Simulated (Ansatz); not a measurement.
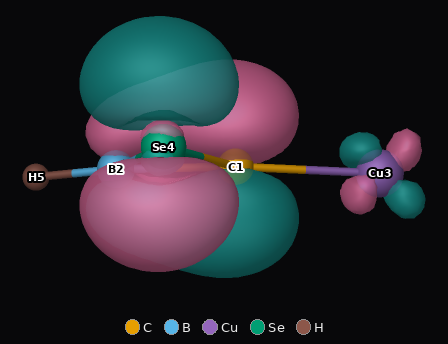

CHBCuSe (SMILES [Cu][C]1=[Se+]B1) (charge +1). One frontier orbital at ±0.15 Å⁻³ᐟ² (teal and pink are the two phases), seen from one side.

Geometry: PBE0-D3(BJ)/pcseg-1.

The calculation used isolated molecule in a Gaussian basis; Kohn-Sham density functional theory, functional PBE0 in Ansatz.

```xyz
5

C    -1.6216    0.6566    0.2776
B    -2.8615    0.6527    1.1107
Cu    0.1408    1.1176   -0.1311
Se   -2.9542   -0.3494   -0.5332
H    -3.5208    0.9415    2.0490
```

> Which orbital is it: HOMO or LUMO?

The LUMO, at −8.79 eV. It lies mainly on Se4 (about 45 %), C1 (about 30 %), B2 (about 15 %) and Cu3 (about 10 %); it changes sign across the molecular plane (π type); π-bonding across C1–B2; π-antibonding (a node) across C1–Se4.
